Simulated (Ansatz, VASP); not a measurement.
# Cross-check of TaAs between VASP and Ansatz

Aim: how closely do two programs agree when they are given the same cell, functional and k mesh? The cell comes out of the VASP series on this material, whose earlier steps may have relaxed, scaled or displaced it; both programs get it as it stands.

Calculated with Ansatz 0.2.0; plane waves, with VASP 6.6.1 beside it; relaxation of cell and atoms at LDA and relaxation of cell and atoms at PBE.

**1. Set-up**

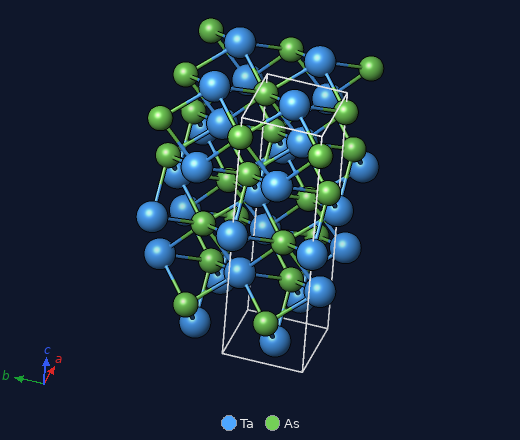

The cell as given, from a free direction (tantalum blue, arsenic green). 2×2×1 cells are drawn. This picture shows the conventional cell, with its axes. Some periodic images of atoms are drawn too.

**2. Ansatz: relaxation of cell and atoms, LDA**

Ansatz runs on its default PAW (the set named soft_2) files.

The relaxed volume is the usual yardstick between codes: its relative difference is about their pressure difference at one cell divided by the bulk modulus.

File input.yaml:

```yaml
crystal:
  lattice:
    - [0.0, -3.4069992879, 0.0]
    - [-3.4069992879, 0.0, 0.0]
    - [1.7034996439, -1.7034996439, -5.7885852549]
  atoms:
    - { symbol: Ta, position: [0.5002617061, 0.4997382939, 0.9994765878] }
    - { symbol: Ta, position: [0.2502617061, 0.2497382939, 0.4994765878] }
    - { symbol: As, position: [0.0823377139, 0.9176622861, 0.8353245722] }
    - { symbol: As, position: [0.8323377139, 0.6676622861, 0.3353245722] }
hamiltonian:
  xc: lda
  pseudopotentials: { kind: paw }
kpoints:
  mp_grid: { grid: [6, 6, 6] }
scf:
  occupations: { method: gaussian, width: 0.03 }
relax:
  f_tol: 0.01
  max_steps: 60
  cell: { stress_tol: 0.05 }
output:
  forces: true
  stress: true
```

On the command line:

```
ansatz run input.yaml --threads 4 --pin off --max-ram 9216MiB --backend cpu --events-out ev --progress --plain --runs-dir out
```

Numbers of over 12 decimals in the logs are rounded to 6 here.

Output:

```text
Engine: ansatz 0.2.0, x86_64-unknown-linux-gnu
Pseudopotentials: kind: paw
Pseudopotential: Ta, paw, valence charge 13, recommended cutoff 420 eV (normal), Ta.paw.azcp
Pseudopotential: As, paw, valence charge 15, recommended cutoff 420 eV (normal), As.paw.azcp
Functional definition: SPW92
  exchange = slater_x
  correlation = pw_c
Crystal: 4 atoms, lattice volume = 67.192 Å³
Basis set: ecut = 420 eV, 1331 PW (Γ)
Bands: 34, of which v1, the nominal top of the filled ones, is band 28 counted from 1 (27 counted from 0)
Symmetry: 8 space group operations
Space group: I41md (ITA 109), of the structure as read, at distance tolerance 4.1e-5 Å
k-points: 30 of 216 (time reversal used)
Non-local potential: Ta, projectors of the file, l = 0: 3, l = 1: 2, l = 2: 2, l = 3: 1
Non-local potential: As, projectors of the file, l = 0: 2, l = 1: 2, l = 2: 3, l = 3: 1
PAW form: soft (Blöchl's): semilocal exchange-correlation on the pseudo side does not see the compensation charge
PAW frozen core: Ta, regenerated for the run's functional, and the local potential with it (the file was generated under x = pbe(κ = 0.804, μ = 0.219515), c = pbe(β = 0.066725))
PAW frozen core: As, regenerated for the run's functional, and the local potential with it (the file was generated under x = pbe(κ = 0.804, μ = 0.219515), c = pbe(β = 0.066725))
PAW one-centre angular grid: Ta, 590 points (default); XC on 64 Gauss nodes
PAW one-centre angular grid: As, 590 points (default); XC on 64 Gauss nodes
Initial density: superposition of atomic densities (neutral atoms: chi_scale 0, normalization atom), corrected by the library's trained network
Initial wavefunctions: pseudopotential atomic-orbital guess
Functional: x = slater, c = lda
SCF iter   1: F=—  HF=-28915.080195 eV  |F-HF|=—  |Δ(HF+E_count)|=         —  Δρ=9.48e-3  dr2=4.27e-2  ethr=1.77e-3  ⟨swp⟩=6.0  Hψ=4089  notcnv=0
preconditioner: auto → Resta (q_TF=auto, 2.647 Å⁻¹)  ε∞=7.9  [insulator: Δε(μ)=0.118 eV  Ē_g=7.701 eV  σ=0.030 eV  W_gap=0.99  n_scr=24 (ndim 8)  ℏωp=20.3 eV  f_vac=0.000  D(μ)=0.06/eV (n_scr^D=0)  ε∞_Penn≈7.9]
SCF iter   2: F=—  HF=-28915.071327 eV  |F-HF|=—  |Δ(HF+E_count)|=   8.87e-3  Δρ=5.19e-3  dr2=1.28e-2  ethr=7.63e-5  ⟨swp⟩=2.0  Hψ=1377  notcnv=0  defer=41
SCF iter   3: F=—  HF=-28915.067867 eV  |F-HF|=—  |Δ(HF+E_count)|=   3.46e-3  Δρ=5.83e-4  dr2=2.14e-4  ethr=2.28e-5  ⟨swp⟩=2.0  Hψ=1405  notcnv=0  defer=41
SCF iter   4: F=—  HF=-28915.067810 eV  |F-HF|=—  |Δ(HF+E_count)|=   5.68e-5  Δρ=1.23e-4  dr2=1.45e-5  ethr=3.83e-7  ⟨swp⟩=2.0  Hψ=1753  notcnv=0  defer=41
SCF iter   5: F=—  HF=-28915.067774 eV  |F-HF|=—  |Δ(HF+E_count)|=   3.63e-5  Δρ=6.09e-5  dr2=2.12e-6  ethr=2.59e-8  ⟨swp⟩=2.0  Hψ=1753  notcnv=0  defer=41
SCF iter   6: F=—  HF=-28915.067774 eV  |F-HF|=—  |Δ(HF+E_count)|=   1.82e-7  Δρ=1.41e-5  dr2=1.39e-7  ethr=3.79e-9  ⟨swp⟩=3.0  Hψ=1890  notcnv=0  defer=41
SCF iter   7: F=-28915.067774 eV  HF=-28915.067774 eV  |F-HF|=1.26e-9  |Δ(HF+E_count)|=   3.05e-8  Δρ=2.50e-6  dr2=3.41e-9  ethr=1.79e-10  ⟨swp⟩=4.0  Hψ=3480  notcnv=0
SCF 1 converged in 7 iterations: F = -28915.067774 eV  dr2 = 3.41e-9
  greatest PAW one-centre occupation: 1.000 electrons in one spin orbital (limit 2), on the Ta atom at site 0 (counted from 0), in its partial waves of l = 0
relax step   1: F+E_penalty+E_count = -28915.06777358 eV  Δ(F+E_penalty+E_count) = +0.000e0 eV  max|allowed force component| = 9.981e-3 eV/Å  Δτ_max = 0.0000 Å  P = -1.103 GPa  Ω = 67.192 Å³  (7 SCF iters, dr2 threshold 1.00e-7 eV, accepted)
[...]
relax step   2: F+E_penalty+E_count = -28915.06771789 eV  Δ(F+E_penalty+E_count) = +5.569e-5 eV  max|allowed force component| = 5.443e-3 eV/Å  Δτ_max = 0.0000 Å  P = +1.228 GPa  Ω = 66.414 Å³  energy of the carried Pulay correction = +2.119e-4 eV  (6 SCF iters, dr2 threshold 4.00e-7 eV, rejected (line search))
[...]
relax step   3: F+E_penalty+E_count = -28915.06915027 eV  Δ(F+E_penalty+E_count) = -1.377e-3 eV  max|allowed force component| = 2.224e-3 eV/Å  Δτ_max = 0.0005 Å  P = -0.004 GPa  Ω = 66.826 Å³  energy of the carried Pulay correction = +9.909e-5 eV  (7 SCF iters, accepted)
[...]
relax step   4: F+E_penalty+E_count = -28915.06916162 eV  Δ(F+E_penalty+E_count) = -1.135e-5 eV  max|allowed force component| = 5.270e-5 eV/Å  Δτ_max = 0.0003 Å  P = -0.000 GPa  Ω = 66.821 Å³  energy of the carried Pulay correction = +1.006e-4 eV  (6 SCF iters, dr2 threshold 1.33e-8 eV, accepted)
[...]
relax step   5: F+E_penalty+E_count = -28915.06906682 eV  Δ(F+E_penalty+E_count) = +9.480e-5 eV  max|allowed force component| = 5.212e-5 eV/Å  Δτ_max = 0.0000 Å  P = -0.001 GPa  Ω = 66.821 Å³  stress off target by 6.66e-3 GPa  SCF on the basis re-selected at this cell (its energy is not comparable with the rows above)  (8 SCF iters)
basis re-selected at this cell: Δ(F+E_penalty+E_count) = +9.480e-5 eV, ΔP = -0.001 GPa vs the last step (what re-selecting the basis moved, of the pressure what is left beyond the Pulay correction that the steps carried, after the strain that the cell walked since its last selection, with what the two solves' SCF thresholds leave and, on support functions, any second-order correction that the steps lacked; it is no m [...]
SCF converged after 8 iterations
Free energy (F): -28915.069067 eV
Harris-Foulkes:  -28915.069067 eV  (|F-HF|=3.64e-12)
Internal energy: -28915.069035 eV  (E = F + TS)
E sigma→0 (E₀):  -28915.069051 eV
Entropy (-TS):   -0.000032 eV (-0.008 meV/atom)
Fermi energy:    17.461005 eV
--- Per-component energies (eV) ---
  E_band       = -528.156543
  E_kinetic    = 949.940113
  E_local      = -3955.721384  (includes V_loc(G=0)·N_el)
  E_nonlocal   = -1288.281417
  E_hartree    = 2063.387412
  E_xc         = -596.722018
  E_vxc        = -574.083778  (∫ρ·V_xc dr)
  E_paw        = -19807.964032  (= ΣΔE_a)
  E_vpaw       = 213.214805  (= ΣTr[D̂ρ^β])
  E_aug_tail   = 0.000293  (compensation charges beyond the density's cutoff)
  E_ewald      = -6284.376269
  E_core_change = 4.668266  (= ΣΔE_core)
  E_smearing   = -0.000032  (= −TS)
  E_closure    = 0.000000  (closes the sum)
  Σ components = -28915.069067   (vs F -28915.069067, Δ=0.00e0)
--- Forces (eV/Å), atoms counted from 1 ---
  atom   1  Ta     0.00000000    -0.00000000     0.00005213
  atom   2  Ta     0.00000000    -0.00000000     0.00005213
  atom   3  As    -0.00000000     0.00000000    -0.00005212
  atom   4  As    -0.00000000     0.00000000    -0.00005212
  max |Σ_I F_I| component: 3.59e-8 eV/Å
--- Stress (GPa, compression-positive) ---
        0.001161      -0.000000      -0.000000
       -0.000000       0.001161       0.000000
       -0.000000       0.000000      -0.006661
  P = ⅓ Tr σ = -0.0014 GPa (-0.014 kbar)
--- Relaxed structure (4 steps of the walk, 3 accepted, 1 SCFs on fresh bases) ---
  F+E_penalty+E_count = -28915.06906682 eV   max|allowed force component| = 5.212e-5 eV/Å   (the final SCF, on the basis selected at the relaxed cell)
  cell:  # Å, volume = 66.8212 Å³
    - [0, -3.400778, -1.4687429966149985e-11]
    - [-3.400778, 0, 1.4687429093809696e-11]
    - [1.700389, -1.700389, -5.777742]
  atoms:
    - { symbol: Ta, position: [0.500237, 0.499763, 0.999525] }
    - { symbol: Ta, position: [0.250237, 0.249763, 0.499525] }
    - { symbol: As, position: [0.082362, 0.917638, 0.835276] }
    - { symbol: As, position: [0.832362, 0.667638, 0.335276] }
```

Elapsed: 8.8 s, on 4 threads of Intel Xeon Platinum 8488C (Sapphire Rapids), shared host; peak memory 0.41 GiB; 30 s of CPU time.

**3. VASP: relaxation of cell and atoms, LDA**

The same cell, functional (in two slightly different forms), mesh and smearing now go to VASP, with its own data sets and cutoff.

Lines of VASP's logs that name or quote its potential files are left out, and so is its time.

File INCAR:

```
SYSTEM = TaAs
PREC = Accurate
ENCUT = 450
EDIFF = 1E-06
NELM = 100
ISMEAR = 0
SIGMA = 0.03
LREAL = .FALSE.
ALGO = Normal
GGA = CA
NBANDS = 22
LASPH = .TRUE.
LORBIT = 11
LWAVE = .FALSE.
LCHARG = .FALSE.
KPAR = 8
IBRION = 2
NSW = 50
ISIF = 3
EDIFFG = -0.006
```

File POSCAR:

```
TaAs
1.0
    0.0000000000     -3.4069992879      0.0000000000
   -3.4069992879      0.0000000000      0.0000000000
    1.7034996439     -1.7034996439     -5.7885852549
Ta As
2 2
Direct
    0.5002617061      0.4997382939      0.9994765878
    0.2502617061      0.2497382939      0.4994765878
    0.0823377139      0.9176622861      0.8353245722
    0.8323377139      0.6676622861      0.3353245722
```

File KPOINTS:

```
Automatic mesh
0
Gamma
6 6 6
0 0 0
```

PAW data sets: Ta_pv and As (LDA family, release 64).

On the command line:

```
mpirun -np 8 vasp_std
```

Output:

```text
[banner, memory and clock lines left out]
running    8 mpi-ranks, on    1 nodes
 distrk:  each k-point on    1 cores,    8 groups
 distr:  one band on    1 cores,    1 groups

 POSCAR found type information on POSCAR TaAs
 POSCAR found :  2 types and       4 ions
|                                                                             |
|           W    W    AA    RRRRR   N    N  II  N    N   GGGG   !!!           |
|           W    W   A  A   R    R  NN   N  II  NN   N  G    G  !!!           |
|           W    W  A    A  R    R  N N  N  II  N N  N  G       !!!           |
|           W WW W  AAAAAA  RRRRR   N  N N  II  N  N N  G  GGG   !            |
|           WW  WW  A    A  R   R   N   NN  II  N   NN  G    G                |
|           W    W  A    A  R    R  N    N  II  N    N   GGGG   !!!           |
|                                                                             |
|     For optimal performance we recommend to set                             |
|       NCORE = 2 up to number-of-cores-per-socket                            |
|     NCORE specifies how many cores store one orbital (NPAR=cpu/NCORE).      |
|     This setting can greatly improve the performance of VASP for DFT.       |
|     The default, NCORE=1 might be grossly inefficient on modern             |
|     multi-core architectures or massively parallel machines. Do your        |
|     Unfortunately you need to use the default for GW and RPA                |
|     calculations (for HF NCORE is supported but not extensively tested      |
|     yet).                                                                   |
|                                                                             |

 LDA part: xc-table for (Slater(with rela. corr.)+CA(PZ))
 , standard interpolation
 POSCAR, INCAR and KPOINTS ok, starting setup
 FFT: planning ... GRIDC
 FFT: planning ... GRID_SOFT
 FFT: planning ... GRID
 WAVECAR not read
 entering main loop
       N       E                     dE             d eps       ncg     rms          rms(c)
DAV:   1     0.217136954824E+03    0.21714E+03   -0.15416E+04  1336   0.126E+03
DAV:   2    -0.312488565917E+02   -0.24839E+03   -0.23853E+03  1524   0.346E+02
DAV:   3    -0.405491688433E+02   -0.93003E+01   -0.90485E+01  1694   0.608E+01
DAV:   4    -0.407177656946E+02   -0.16860E+00   -0.16782E+00  1612   0.780E+00
DAV:   5    -0.407218255485E+02   -0.40599E-02   -0.40565E-02  1686   0.949E-01    0.224E+01
DAV:   6    -0.390650150086E+02    0.16568E+01   -0.49182E+00  1630   0.135E+01    0.963E+00
DAV:   7    -0.389458530439E+02    0.11916E+00   -0.44195E-01  1830   0.418E+00    0.257E+00
DAV:   8    -0.389257362376E+02    0.20117E-01   -0.38182E-02  1610   0.967E-01    0.266E-01
DAV:   9    -0.389253952943E+02    0.34094E-03   -0.25712E-03  1672   0.270E-01    0.114E-01
DAV:  10    -0.389253495820E+02    0.45712E-04   -0.25799E-04  1596   0.132E-01    0.176E-02
DAV:  11    -0.389253475359E+02    0.20462E-05   -0.25553E-05  1708   0.245E-02    0.121E-02
DAV:  12    -0.389253460536E+02    0.14823E-05   -0.73368E-06  1598   0.192E-02    0.990E-04
DAV:  13    -0.389253460483E+02    0.52887E-08   -0.25201E-07   954   0.341E-03
   1 F= -.38925346E+02 E0= -.38925330E+02  d E =-.389253E+02
 curvature:   0.00 expect dE= 0.000E+00 dE for cont linesearch  0.000E+00
 trial: gam= 0.00000 g(F)=  0.610E-05 g(S)=  0.113E-04 ort = 0.000E+00 (trialstep = 0.100E+01)
 search vector abs. value=  0.174E-04
 reached required accuracy - stopping structural energy minimisation
```

OUTCAR, selected parts (step 3):

```text
ion  position               nearest neighbor table
   1  0.500  0.500  0.999-   4 2.58   4 2.58   3 2.59   3 2.59   3 2.59   3 2.59   2 3.36   2 3.36
                             2 3.36   2 3.36
   2  0.250  0.250  0.499-   3 2.58   3 2.58   4 2.59   4 2.59   4 2.59   4 2.59   1 3.36   1 3.36
                             1 3.36   1 3.36
   3  0.082  0.918  0.835-   2 2.58   2 2.58   1 2.59   1 2.59   1 2.59   1 2.59
   4  0.832  0.668  0.335-   1 2.58   1 2.58   2 2.59   2 2.59   2 2.59   2 2.59

  LATTYP: Found a body centered tetragonal cell.
 ALAT       =     3.4069992879
 C/A-ratio  =     3.3980548663

 Subroutine GETGRP returns: Found  8 space group operations
 (whereof  4 operations were pure point group operations)

The static configuration has the point symmetry C_2v.
 The point group associated with its full space group is C_4v.

 Found     30 irreducible k-points:

   k-points           NKPTS =     30   k-points in BZ     NKDIM =     30   number of bands    NBANDS=     22

   dimension x,y,z NGX =    24 NGY =   24 NGZ =   48
   dimension x,y,z NGXF=    48 NGYF=   48 NGZF=   96

   ENCUT  =  450.0 eV  33.07 Ry    5.75 a.u.   5.89  5.89 10.84*2*pi/ulx,y,z

   NELECT =      32.0000    total number of electrons

 k-points in reciprocal lattice and weights: Automatic mesh
   0.00000000  0.00000000  0.00000000       0.005
   0.16666667  0.00000000 -0.00000000       0.037
   0.33333333  0.00000000 -0.00000000       0.037
   0.50000000  0.00000000 -0.00000000       0.019
   0.16666667  0.16666667  0.00000000       0.019
   0.33333333  0.16666667 -0.00000000       0.074
   0.50000000  0.16666667  0.00000000       0.074
  -0.33333333  0.16666667  0.00000000       0.074
  -0.16666667  0.16666667  0.00000000       0.037
[...]
-0.16666667  0.16666667  0.33333333       0.019
   0.00000000  0.00000000  0.50000000       0.005

 average (electrostatic) potential at core
       1 -36.2028       2 -36.2028       3 -50.7237       4 -50.7237

 E-fermi :   7.2332

 k-point     1 :       0.0000    0.0000    0.0000
  band No.  band energies     occupation
    ...
     12       4.7820      2.00000
     13       4.8401      2.00000
     14       5.2486      2.00000
     15       5.6435      2.00000
     16       5.6435      2.00000
     17       8.1996      0.00000
     18       8.8912      0.00000
     19       9.7236      0.00000
     20      10.5129      0.00000
     21      10.5129      0.00000
    ...

 k-point     2 :       0.1667    0.0000   -0.0000
  band No.  band energies     occupation
    ...
     12       4.5120      2.00000
     13       5.0806      2.00000
     14       5.2965      2.00000
     15       5.4697      2.00000
     16       6.1049      2.00000
     17       7.8236      0.00000
     18       8.4772      0.00000
     19       9.2221      0.00000
     20       9.9403      0.00000
     21      10.4193      0.00000
    ...

 k-point     3 :       0.3333    0.0000   -0.0000
  band No.  band energies     occupation
    ...
     12       4.0123      2.00000
     13       4.9824      2.00000
     14       5.2775      2.00000
     15       5.5157      2.00000
     16       6.8697      2.00000
     17       7.4599      0.00000
     18       8.5968      0.00000
     19       8.8629      0.00000
     20       9.6017      0.00000
     21      10.1450      0.00000
    ...

  Total        0.0206428      0.0206428     -0.0093860     -0.0000000      0.0000000     -0.0000000
  in kB        0.4922242      0.4922242     -0.2238071     -0.0000000      0.0000000     -0.0000000
  external PRESSURE =       0.2535471 kB  Pullay stress =       0.0000000 kB

  energy-cutoff  :      450.00
  volume of cell :       67.19
      direct lattice vectors                 reciprocal lattice vectors
     0.000000000 -3.406999288  0.000000000     0.000000000 -0.293513416  0.086376891
    -3.406999288  0.000000000  0.000000000    -0.293513416  0.000000000 -0.086376891
     1.703499644 -1.703499644 -5.788585255     0.000000000  0.000000000 -0.172753783

 POSITION                                       TOTAL-FORCE (eV/Angst)
 -----------------------------------------------------------------------------------
     -0.00000     -3.40700     -5.78556        -0.000000      0.000000     -0.005621
     -0.00000     -1.70350     -2.89126        -0.000000      0.000000     -0.005621
     -1.70350     -1.70350     -4.83535         0.000000     -0.000000      0.005621
     -1.70350     -3.40700     -1.94105         0.000000     -0.000000      0.005621
 -----------------------------------------------------------------------------------
    total drift:                               -0.000002      0.000002      0.000306

  FREE ENERGIE OF THE ION-ELECTRON SYSTEM (eV)
  ---------------------------------------------------
  free  energy   TOTEN  =       -38.9253460483 eV

  energy  without entropy=      -38.9253133415  energy(sigma->0) =      -38.92532969

 reached required accuracy - stopping structural energy minimisation

 total charge
# of ion       s       p       d       tot
------------------------------------------
    1        0.283   6.172   2.461   8.916
    2        0.283   6.172   2.461   8.916
    3        1.197   1.712   0.087   2.996
    4        1.197   1.712   0.087   2.996
--------------------------------------------------
tot          2.961  15.767   5.096  23.824

[... 3 further parts left out ...]
```

CONTCAR:

```
TaAs
   1.00000000000000
     0.0000000000000000   -3.4069992879000002    0.0000000000000000
    -3.4069992879000002    0.0000000000000000    0.0000000000000000
     1.7034996439000001   -1.7034996439000001   -5.7885852549000001
  Ta              As
     2     2
Direct
     0.5002617060999981    0.4997382939000019    0.9994765877999967
     0.2502617060999981    0.2497382939000019    0.4994765877999967
     0.0823377139000030    0.9176622860999970    0.8353245722000011
     0.8323377139000030    0.6676622860999970    0.3353245722000011
```

The run keeps the 8 symmetry operations of its start, so it cannot find a distortion of lower symmetry.

**4. Comparison**

Known differences besides the PAW data sets themselves: the two LDA forms differ slightly; both relaxations stop at a tolerance, which leaves soft axes loose, and VASP keeps its plane-wave basis; the data sets hold 56 valence electrons in Ansatz (default PAW (the set named soft_2) files) and 32 in VASP; the cutoff is 420 eV in Ansatz and 450 eV in VASP; Ansatz makes its cores anew for this functional, VASP keeps those of its LDA data sets; Ansatz adds a Pulay correction to the stress that steers its cell, VASP none. Total energies have different zeros and are not compared.

Both answers:

```tsv
quantity	Ansatz	VASP	difference
volume (Å³)	66.82	67.19	-0.55 %
edge a after relaxation, in the typed setting (Å)	3.401	3.407	-0.18 %
edge c after relaxation, in the typed setting (Å)	6.258	6.270	-0.19 %
```

The walks stopped with 0.00 GPa left in Ansatz and 0.03 GPa in VASP; each walk ends within a tolerance, so the volume difference is uncertain by about these residues over the bulk modulus, most in soft cells.

(Part 1 of 2 ends here.)

[Lines on the potential files, build, host, timing and source positions are cut from VASP's logs without a mark.]

[Logs are printed without paths, hosts, clocks, repeated set-up lines and the standing remarks that a program may print on its own settings, such as how far it seeks lower states.]

[Hosts, paths, dates, database ids (printed as entryN), source tags and the programs' standing remarks are cut or masked in the printed files.]
